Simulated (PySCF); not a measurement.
```yaml
atoms:
  - { symbol: C, position_ang: [-2.4146, 0.8641, -0.1211] }
  - { symbol: C, position_ang: [-1.6058, -0.3753, -0.0781] }
  - { symbol: S, position_ang: [-2.2508, -1.8860, -0.1052] }
  - { symbol: C, position_ang: [-0.1826, -0.3117, -0.0096] }
  - { symbol: C, position_ang: [0.6064, -1.3926, 0.0318] }
  - { symbol: C, position_ang: [2.0193, -1.2088, 0.0993] }
  - { symbol: O, position_ang: [2.9287, -1.9949, 0.1446] }
  - { symbol: C, position_ang: [2.2815, 0.3238, 0.1085] }
  - { symbol: S, position_ang: [0.7203, 1.2309, 0.0296] }
  - { symbol: H, position_ang: [-3.4756, 0.6358, -0.1708] }
  - { symbol: H, position_ang: [-2.1250, 1.4620, -0.9869] }
  - { symbol: H, position_ang: [-2.2085, 1.4687, 0.7637] }
  - { symbol: H, position_ang: [2.8966, 0.5899, -0.7509] }
  - { symbol: H, position_ang: [2.8094, 0.5938, 1.0229] }
```

Geometry: GFN2-xTB.

All numbers below come from UKS B3LYP, pcH-1 on C H O S, non-relativistic, mean-field spin-orbit, GIAO in PySCF 2.14.0, density-fitted response routines.

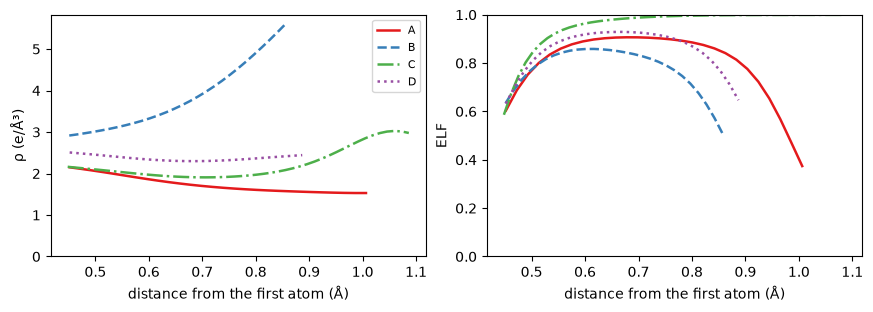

C6H5OS2 (SMILES CC(=S)C1=[C]C(=O)CS1) (doublet). Total electron density and ELF along straight lines between neighbouring atoms. The curves leave out the atomic cores.

**Which curve belongs to which contact (C–C, C–H, C–O and C–S)? The first atom named is at distance zero.**

Curve A: C–S (1.64 Å): ρ at the midpoint is about 1.6 e/Å³; the ELF peaks at about 0.90 between the atoms: localised, covalent bonding. Curve B: C–O (1.20 Å): ρ is about 3.3 e/Å³ halfway; the ELF peaks at about 0.85 between the atoms (a multiple bond). Curve C: C–H (1.09 Å): ρ at the midpoint is about 2 e/Å³; the ELF climbs to about 1 towards the hydrogen, as it does in any bond to H (an ordinary covalent bond to hydrogen). Curve D: C–C (1.34 Å): the density is about 2.3 e/Å³ at the midpoint; the ELF peaks at about 0.95 between the atoms; a short, multiple covalent bond.
